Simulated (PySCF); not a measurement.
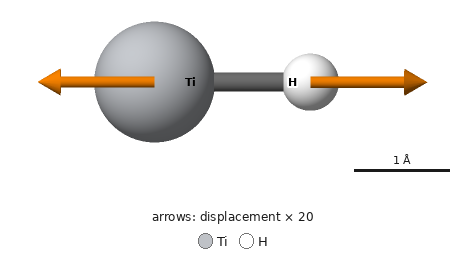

A relaxation of TiH (multiplicity 4). The starting structure is drawn; orange arrows show the displacements, magnified 20 times. The two geometries are superimposed by the best rigid fit.

The picture is a ball-and-stick view, seen face on.

The start comes from GFN2-xTB. Its atoms were then displaced at random by about 0.03 Å.

Computed with PBE0-D3(BJ)/def2-SVP geometry optimisation, gas phase (PySCF 2.14.0, density-fitted response routines). 

Question: What did the optimiser do to the structure, and how much energy did it gain?

Answer: After 2 geometry steps the energy has fallen by 0.078 eV. The largest moves after the best rigid fit, 0.062 Å, are those of Ti and H atoms. By element the largest moves are H 0.062 Å, Ti 0.062 Å. Near-neighbour distances that change, for instance: H–Ti 1.640 → 1.763 Å.
